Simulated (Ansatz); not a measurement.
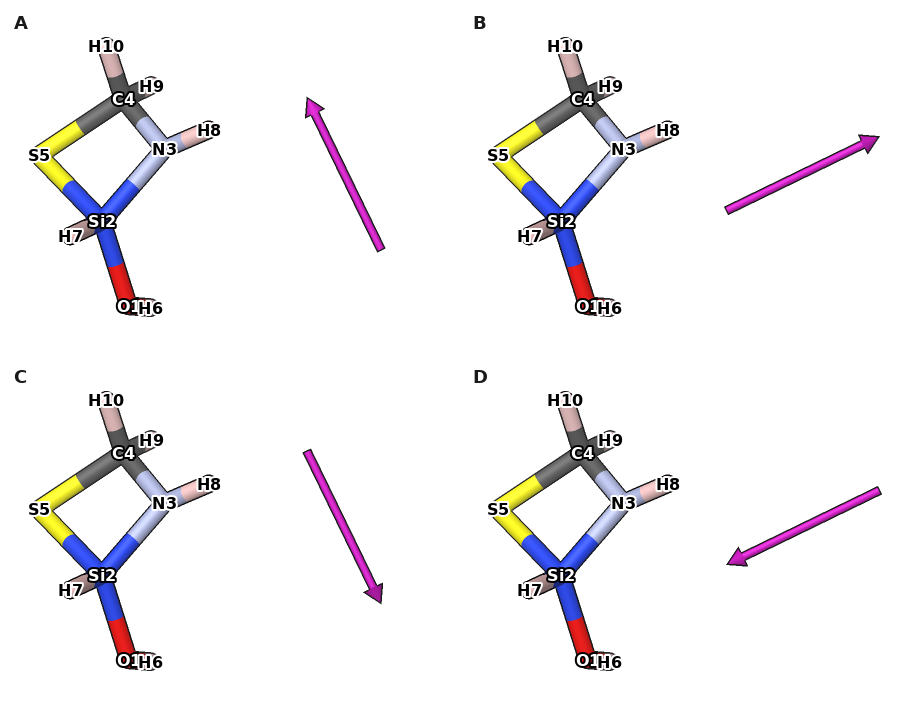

The same molecule four times, each with an arrow. The geometry was computed by an optimisation with PBE-D4/def2-SVP. No frequency run is at hand to confirm it as a minimum. Properties computed with RKS PBE-D4/def2-SVP (Ansatz 0.2.0).

**Which arrow points along the dipole moment, from the negative to the positive end?**

B. The dipole moment is 2.51 D; it points from the side of H7 to the side of H8 (the outermost atoms at the two ends).
